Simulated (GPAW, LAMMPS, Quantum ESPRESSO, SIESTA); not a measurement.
**Regrown after partial melting: C with 5 % Si on C sites, (111) (192 atoms) in other programs, against a plane-wave reference**

Aim: run regrown after partial melting: C with 5 % Si on C sites, (111) (192 atoms) in several programs and set results and cost side by side. A plane-wave run serves as the reference.

Program: Quantum ESPRESSO 7.5. Level of theory: Kohn-Sham DFT, PBE, SSSP efficiency 1.3.0 pseudopotentials, plane waves. Results are calculated unless marked as measured.

## (1) Set-up

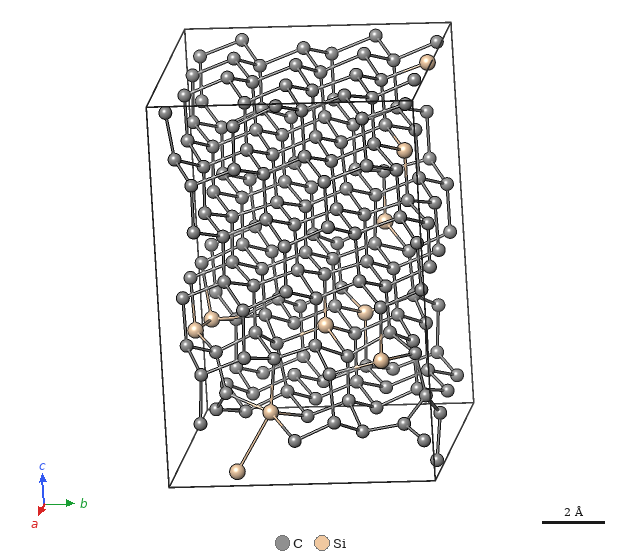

The starting structure, seen from the side, with the c axis up (carbon grey, silicon light orange). Some periodic images of atoms are drawn too.

The cell holds 192 atoms: 182 C and 10 Si. Its edges and angles: a = 10.086 Å, b = 8.735 Å, c = 12.777 Å, α = 90.0°, β = 90.0°, γ = 90.0°. It derives from C (diamond C). A 2 x 1 x 2 block of diamond C (a = 3.566 Å), 5 % of C replaced at random by Si with its (111) planes normal to z; the lower 50 % held fixed, the rest melted at 8000 K for 10 ps and cooled to 500 K at 50 K/ps with the Tersoff potential (Tersoff, Phys. Rev. B 39, 5566 (1989)); then all atoms free for 10 ps at 500 K, the cell's length along z at zero stress. Regions: crystal, 96 atoms (94 C and 2 Si); remelted part, 96 atoms (88 C and 8 Si). The structure's axis is c.

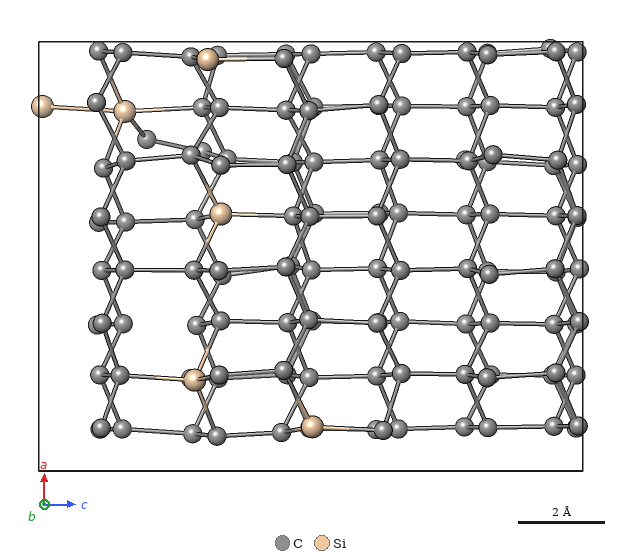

A slice 6 Å thick through the middle of the cell.

## (2) The reference run

Input file pw.in:

```
&control
  calculation = 'scf'
  pseudo_dir = './pseudo'
  outdir = './tmp'
  disk_io = 'none'
  tprnfor = .true.
  tstress = .true.
/
&system
  ibrav = 0
  nat = 192
  ntyp = 2
  ecutwfc = 45
  ecutrho = 360
  nosym = .true.
  occupations = 'smearing'
  smearing = 'fd'
  degauss = 0.003675
/
&electrons
  conv_thr = 9.6e-07
  electron_maxstep = 100
  mixing_beta = 0.2
  mixing_mode = 'local-TF'
  diagonalization = 'david'
/
ATOMIC_SPECIES
C 12.011 C.upf
Si 28.085 Si.upf
CELL_PARAMETERS angstrom
10.08617 0.00000 0.00000
0.00000 8.73488 0.00000
0.00000 0.00000 12.77719
ATOMIC_POSITIONS crystal
C 0.71818 0.98268 0.50504
C 0.72742 0.98634 0.62124
C 0.09770 0.90527 0.66371
C 0.09317 0.90436 0.78609
C 0.84708 0.90314 0.66322
C 0.84656 0.89966 0.78770
C 0.72308 0.15118 0.66170
C 0.72470 0.15710 0.78432
C 0.97158 0.47824 0.50039
C 0.97566 0.48344 0.62024
C 0.85011 0.40010 0.66715
C 0.84868 0.40037 0.78666
[... 176 atom lines left out ...]
C 0.59503 0.72894 0.98945
C 0.59198 0.72990 0.11393
Si 0.47059 0.97922 0.99170
C 0.58568 0.36961 0.28713
K_POINTS gamma
```

The run is started by

```
$ OMP_NUM_THREADS=1 mpirun -np 4 pw.x -in pw.in > output.txt
```

Output:

```text
Program PWSCF
     gamma-point specific algorithms are used
     one sub-group per band group will be used
     scalapack distributed-memory algorithm (size of sub-group:  2*  2 procs)
     Parallelization info
     sticks:   dense  smooth     PW     G-vecs:    dense   smooth      PW
     Min        2252    1126    281               219068    77478    9678
     Max        2254    1128    282               219078    77486    9682
     Sum        9013    4507   1127               876289   309929   38721
     bravais-lattice index     =            0
     lattice parameter (alat)  =      19.0601  a.u.
     unit-cell volume          =    7596.5287 (a.u.)^3
     number of atoms/cell      =          192
     number of atomic types    =            2
     number of electrons       =       768.00
[... lines left out ...]
     scf convergence threshold =      9.6E-07
[... lines left out ...]
     number of k points=     1  Fermi-Dirac smearing, width (Ry)=  0.0037
[... lines left out ...]
     total energy              =   -3467.73518077 Ry
[... lines left out ...]
     total energy              =   -3462.82829663 Ry
[... lines left out ...]
     total energy              =   -3464.01611310 Ry
[... lines left out ...]
     total energy              =   -3464.00738676 Ry
[... lines left out ...]
     total energy              =   -3464.00738694 Ry
[... lines left out ...]
    -6.0710  -6.0340  -5.8933  -5.7232  -5.6461  -5.5542  -5.5210  -5.3277
    -5.2491  -5.1811  -5.1058  -5.0157  -4.9308  -4.7227  -4.6809  -4.5780
[...]
20.1057  20.1526  20.1975  20.2277  20.2789  20.3169  20.3526  20.4049
    20.4160  20.4314  20.4679  20.5100  20.5382  20.5642  20.5851  20.6357
    20.6533  20.6942  20.7315  20.7607  20.7681
     the Fermi energy is    14.5680 ev
!    total energy              =   -3464.00738657 Ry
     estimated scf accuracy    <       0.00000052 Ry
     smearing contrib. (-TS)   =      -0.00859676 Ry
     internal energy E=F+TS    =   -3463.99878981 Ry
     The total energy is F=E-TS. E is the sum of the following terms:
     one-electron contribution =     747.12707791 Ry
     hartree contribution      =     226.58088314 Ry
     xc contribution           =    -921.53508987 Ry
     ewald contribution        =   -2394.35002004 Ry
     one-center paw contrib.   =   -1121.82164095 Ry
     convergence has been achieved in  22 iterations
     Forces acting on atoms (cartesian axes, Ry/au):
     atom    1 type  1   force =     0.11137627   -0.05086059   -0.06379687
     atom    2 type  1   force =    -0.08015943   -0.06094698    0.02944014
     atom    3 type  1   force =     0.02744052   -0.06254129    0.02933014
[...]
atom  191 type  2   force =     0.03902041    0.14258404    0.03147265
     atom  192 type  1   force =    -0.00874472    0.01060771   -0.02434011
     Total force =     1.290676     Total SCF correction =     0.002483
     Computing stress (Cartesian axis) and pressure
          total   stress  (Ry/bohr**3)                   (kbar)     P=      276.59
   0.00289564  -0.00015231   0.00019628          425.96      -22.41       28.87
  -0.00015231   0.00230326   0.00020455          -22.41      338.82       30.09
   0.00019628   0.00020455   0.00044169           28.87       30.09       64.97
     Message from routine punch:
     Nothing written, as per user request (disk_io='none')
```

Elapsed: 5.5 min, on 4 MPI ranks of Arm Neoverse V2, shared host; peak memory 4.9 GiB.

Banners, paths, timers and routine set-up lines are dropped from the logs unmarked, and long logs keep their key lines alone; longer cuts are marked.

Numbers from this run:

```
r.m.s. force component : 1.383 eV/Å
longest force          : 5.783 eV/Å
pressure               : 27.66 GPa
```

## (3) Structure statistics

Density 3.64 g/cm³, 5.863 Å³ an atom.

Pair distribution functions g(r), in bins of 0.2 Å:

```csv
r (Å),total,C-C,C-Si,Si-Si
1.20,0.01,0.02,0.00,0.00
1.40,0.80,0.89,0.00,0.00
1.60,2.75,3.00,0.53,0.00
1.80,0.25,0.01,2.45,0.00
2.00,0.01,0.00,0.06,0.00
2.20,0.10,0.10,0.05,3.62
2.40,1.33,1.47,0.12,0.00
2.60,2.69,2.58,3.69,0.00
2.80,0.71,0.69,0.95,0.00
3.00,2.19,2.21,2.04,3.98
3.20,0.41,0.39,0.53,0.00
3.40,0.17,0.16,0.23,0.00
3.60,0.83,0.84,0.73,0.67
3.80,0.95,0.99,0.59,0.00
4.00,0.87,0.83,1.27,0.56
4.20,0.54,0.54,0.43,1.97
4.40,1.92,1.94,1.77,1.86
4.60,1.51,1.51,1.49,1.29
4.80,0.69,0.67,0.82,0.78
5.00,0.74,0.74,0.72,1.09
5.20,1.16,1.15,1.21,0.67
5.40,1.04,1.04,1.06,1.53
5.60,1.07,1.09,0.93,0.85
5.80,1.11,1.12,1.08,0.53
6.00,0.47,0.46,0.61,0.49
6.20,0.54,0.53,0.61,1.14
6.40,1.01,1.02,0.96,1.54
6.60,1.34,1.35,1.30,0.82
```

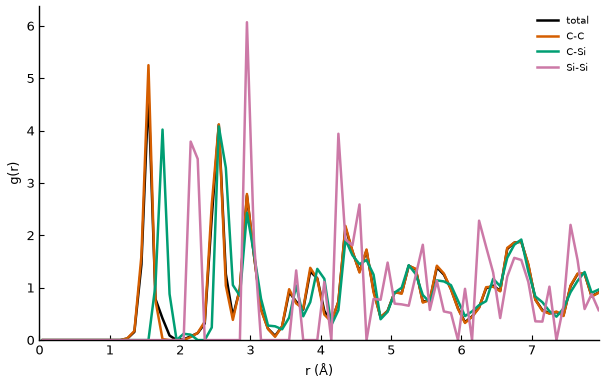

Pair distribution functions.

Bonds by pair of elements; cutoffs follow the first minimum of g(r), held within bounds set by covalent radii, and pairs that aren't listed don't count as bonded (cutoffs were set anew for this text, so counts can differ from the run's own analysis):

| pair A-B | cutoff (Å) | bonds | mean length (Å) | spread (Å) | shortest (Å) | B about A | A about B |
| --- | --- | --- | --- | --- | --- | --- | --- |
| C-C | 1.85 | 342 | 1.54 | 0.053 | 1.29 | 3.76 | 3.76 |
| C-Si | 2.27 | 39 | 1.77 | 0.096 | 1.64 | 0.214 | 3.9 |
| Si-Si | 2.68 | 2 | 2.23 | 0.041 | 2.19 | 0.4 | 0.4 |

How many atoms have how many bonded neighbours:

```
element  mean  3    4  5  6
      C  3.97  5  177  0  0
     Si   4.3  0    8  1  1
```

Rings of the network by King's shortest-path rule, up to 12 atoms, one path for each pair of neighbours; H, halogens, alkali and alkaline-earth atoms are left out, and the last column divides by all other atoms, bonded or not:

```
ring size (atoms)  rings  per network atom
                5      9             0.047
                6    350              1.82
                7      9             0.047
                9      5             0.026
```

## (4) The ladder

The programs:
- GPAW 26.7.0: PAW with atomic orbitals (LCAO), plane waves or a real-space grid of spacing h.
- Quantum ESPRESSO 7.5: plane waves; labels (QE) give functional, pseudopotential set and cutoffs of waves/density.
- SIESTA 5.4.2: numerical atomic orbitals, whose automatically made sets are far from complete, with PseudoDojo norm-conserving potentials that we converted to its format (checked against plane waves on the same files for H, C, O, Si, Ge and Ca alone); labels give functional, basis size, energy shift and mesh cutoff.

All use the same cell and atoms; the electronic-structure runs use the same k-mesh, and an electronic temperature of 580 K (0.05 eV) where levels are smeared.

Differences are against the plane-wave reference, forces as r.m.s. over components; share is that over the reference's r.m.s. force, slope the least-squares factor from reference forces to these. Total energies of different programs have different zeros and aren't compared.

| run | Δ force, r.m.s. (meV/Å) | share (%) | slope | Δ pressure (GPa) | cores | CPU time | memory (GiB) |
| --- | --- | --- | --- | --- | --- | --- | --- |
| reference | - | - | - | - | 4 | 22 min | 4.9 |
| GPAW PBE, LCAO dzp, h 0.2 Å | 94.2 | 6.81 | 1.042 | - | 4 | 22 min | 4.5 |
| GPAW PBE, LCAO dzp, h 0.2 Å, other mixer settings | 95.2 | 6.88 | 1.042 | - | 4 | 31 min | 4.4 |
| GPAW PBE, LCAO dzp, h 0.25 Å (coarse) | 99.2 | 7.17 | 1.040 | - | 4 | 17 min | 3.9 |
| GPAW PBE, LCAO szp(dzp), h 0.2 Å (coarse) | 245 | 17.7 | 1.073 | - | 2 | 9.5 min | 2.2 |
| GPAW PBE, grid h 0.18 Å | 31.5 | 2.28 | 1.006 | - | 4 | 32 min | 4.3 |
| QE PBE+D3(BJ), sssp-1.3.0-efficiency, 45/360 Ry | 2.24 | 0.162 | 1.000 | -5.79 | 4 | 22 min | 5.0 |
| QE PBE, gbrv-1.5, 40/200 Ry | 10.6 | 0.769 | 1.002 | -0.903 | 4 | 15 min | 2.5 |
| SIESTA BLYP, PBE potentials, DZP, shift 0.01 Ry, mesh 300 Ry | 160 | 11.6 | 1.046 | 21.3 | 4 | 21 min | 3.4 |
| SIESTA PBE, DZP, shift 0.01 Ry, mesh 300 Ry | 132 | 9.56 | 1.053 | 6.97 | 4 | 19 min | 3.4 |
| SIESTA PBE, DZP, shift 0.04 Ry, mesh 300 Ry (coarse) | 79.1 | 5.72 | 1.034 | -1.60 | 4 | 9.1 min | 2.5 |
| SIESTA PBE, SZP, shift 0.01 Ry, mesh 300 Ry (coarse) | 367 | 26.6 | 1.139 | 16.6 | 4 | 14 min | 2.6 |
| SIESTA PBE, TZP, shift 0.01 Ry, mesh 300 Ry | 113 | 8.16 | 1.038 | 5.31 | 4 | 35 min | 4.5 |

Rows marked coarse were listed beforehand as settings not expected to be converged; some can still land near the reference.

CPU time is summed over cores on a shared host, where runs went side by side, so it is rough. Symmetry, cutoffs, thresholds, outputs and thread counts weren't matched or tuned between programs; memory under MPI is the largest rank's times the ranks.

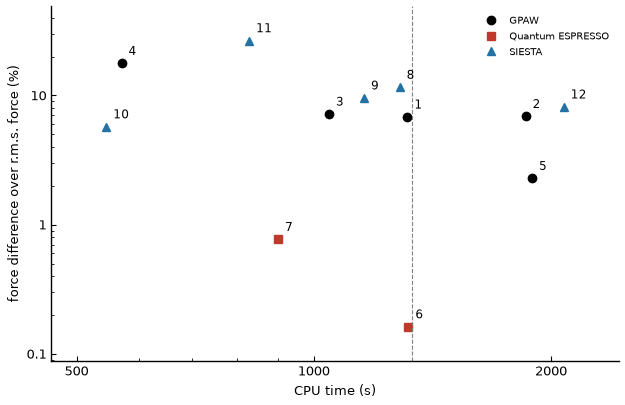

Force difference against CPU time; the dashed line marks the reference's time. Points: 1 GPAW PBE, LCAO dzp, h 0.2 Å; 2 GPAW PBE, LCAO dzp, h 0.2 Å, other mixer settings; 3 GPAW PBE, LCAO dzp, h 0.25 Å; 4 GPAW PBE, LCAO szp(dzp), h 0.2 Å; 5 GPAW PBE, grid h 0.18 Å; 6 QE PBE+D3(BJ), sssp-1.3.0-efficiency, 45/360 Ry; 7 QE PBE, gbrv-1.5, 40/200 Ry; 8 SIESTA BLYP, PBE potentials, DZP, shift 0.01 Ry, mesh 300 Ry; 9 SIESTA PBE, DZP, shift 0.01 Ry, mesh 300 Ry; 10 SIESTA PBE, DZP, shift 0.04 Ry, mesh 300 Ry; 11 SIESTA PBE, SZP, shift 0.01 Ry, mesh 300 Ry; 12 SIESTA PBE, TZP, shift 0.01 Ry, mesh 300 Ry.

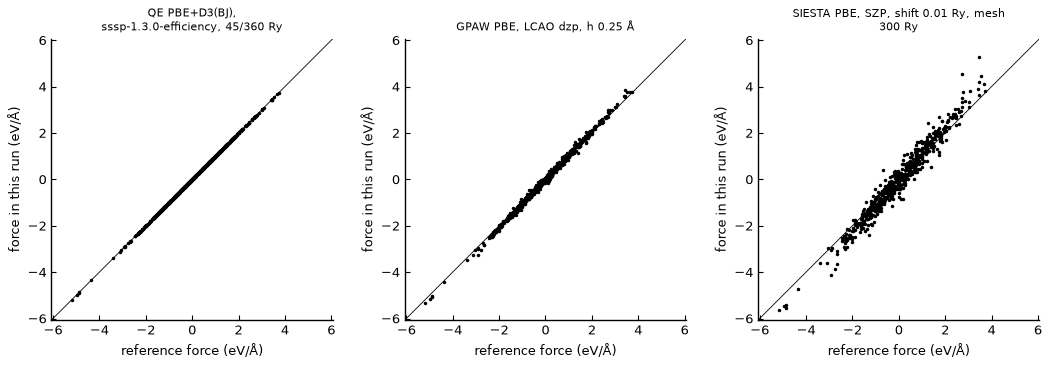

Force components against those of the reference; the line marks equality.

Mean charges by element (e), by run and scheme:

```
                                                         run     scheme      C     Si
SIESTA BLYP, PBE potentials, DZP, shift 0.01 Ry, mesh 300 Ry  Hirshfeld  -0.01  +0.22
                 SIESTA PBE, DZP, shift 0.01 Ry, mesh 300 Ry  Hirshfeld  -0.01  +0.19
                 SIESTA PBE, TZP, shift 0.01 Ry, mesh 300 Ry  Hirshfeld  -0.01  +0.19
```

Within one program, basis, potentials and functional, energies share a zero. Each run against its twin at the usual cutoff or grid and solver:

```
                                              run               twin  Δ energy (meV/atom)  Δ force, r.m.s. (meV/Å)  CPU time over the twin's
GPAW PBE, LCAO dzp, h 0.2 Å, other mixer settings  LCAO dzp, h 0.2 Å               1.0e-4                     3.76                       1.4
                     GPAW PBE, LCAO dzp, h 0.25 Å  LCAO dzp, h 0.2 Å                  151                     35.2                      0.80
```

## (5) Outcome

- reference r.m.s. force component: 1.38 eV/Å
- nearest in forces: QE PBE+D3(BJ), sssp-1.3.0-efficiency, 45/360 Ry, 0.16 %
- farthest in forces: SIESTA PBE, SZP, shift 0.01 Ry, mesh 300 Ry (coarse), 27 %
- cheapest electronic-structure run beside the reference: SIESTA PBE, DZP, shift 0.04 Ry, mesh 300 Ry, 9.1 min of CPU time

What this shows: PBE on plane waves or a grid with other potentials, cutoffs or grids, coarse settings apart, differs from the reference by 0.77 % (QE PBE, gbrv-1.5, 40/200 Ry) to 2.3 % (GPAW PBE, grid h 0.18 Å) of the r.m.s. force; this holds the reference's own error, so differences of a few per cent don't tell which side is nearer the exact PBE result. The PBE runs in local orbitals, coarse settings apart, differ by 6.8 % (GPAW PBE, LCAO dzp, h 0.2 Å) to 9.6 % (SIESTA PBE, DZP, shift 0.01 Ry, mesh 300 Ry); basis, grid and potentials can all enter. In the reference's own program, potentials and cutoffs, a change of model alone moves forces by 0.16 % (QE PBE+D3(BJ), sssp-1.3.0-efficiency, 45/360 Ry). Other rows with another functional or a dispersion term differ by 12 % (SIESTA BLYP, PBE potentials, DZP, shift 0.01 Ry, mesh 300 Ry), which mixes the change of model with differences of basis and potentials, some of them made for another functional. Runs with settings chosen to be coarse differ by 5.7 % (SIESTA PBE, DZP, shift 0.04 Ry, mesh 300 Ry) to 27 % (SIESTA PBE, SZP, shift 0.01 Ry, mesh 300 Ry), their programs' other errors included. Of the electronic-structure runs that take under half the reference's CPU time, SIESTA PBE, DZP, shift 0.04 Ry, mesh 300 Ry comes nearest, at 5.7 % in 9.1 min against 22 min; its pressure misses by -1.6 GPa. SIESTA PBE, SZP, shift 0.01 Ry, mesh 300 Ry stiffens the forces by a factor of 1.14 while following their directions (correlation 0.981); the slopes of the 5 SIESTA runs lie between 1.03 and 1.14. In pressure, SIESTA PBE, SZP, shift 0.01 Ry, mesh 300 Ry misses by +16.6 GPa, at the same functional. The mean charges agree among these rows within 0.03 e. In the reference: levels near the Fermi energy are neither full nor empty under the smearing, so no gap is quoted. In the reference: By these cutoffs 97 % of C atoms have 4 and 80 % of Si atoms have 4 bonded neighbours. The reference's pressure holds the uncorrected Pulay stress of its 45 Ry basis, so small pressure differences, and their order, may be the reference's own error. The network of bonds at the start is that of the classical potential that made the cell, and needn't be the one that DFT or experiment would give. The reference's stress is far from hydrostatic: its diagonal is 42.6, 33.9, 6.5 GPa, compression counted positive. The electronic-structure runs sample only Γ, in a cell whose shortest periodic width is 9 Å, which is coarse for a cell with partly filled levels.

[Also dropped from logs without a mark: logging warnings of Python, and SIESTA's first energy breakdown and zero terms.]

[Logs are printed without paths, hosts, clocks, repeated set-up lines and the standing remarks that a program may print on its own settings, such as how far it seeks lower states.]

[Hosts, paths, dates, database ids (printed as entryN), source tags and the programs' standing remarks are cut or masked in the printed files.]
